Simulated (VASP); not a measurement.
Band structure of PbS (space group R3m). Method: r2SCAN meta-GGA, VASP's PBE PAW potentials (set 64) (plane waves; VASP 6.6.1).

Unless said otherwise, spin-orbit coupling is left out, though it shifts the bands of the heavy elements here.

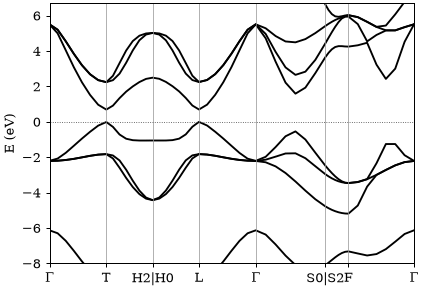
*Bands along high-symmetry lines, zero at the valence-band maximum or, without a gap, the Fermi level*

Q: Read the plot: is there a gap, and where are the band edges?

A: The gap is indirect, 0.70 eV, from the valence maximum at L to the conduction minimum at T.

The structure comes from a computed database's PbS entry (R3m); how it stands against other phases isn't given here. It was relaxed first.
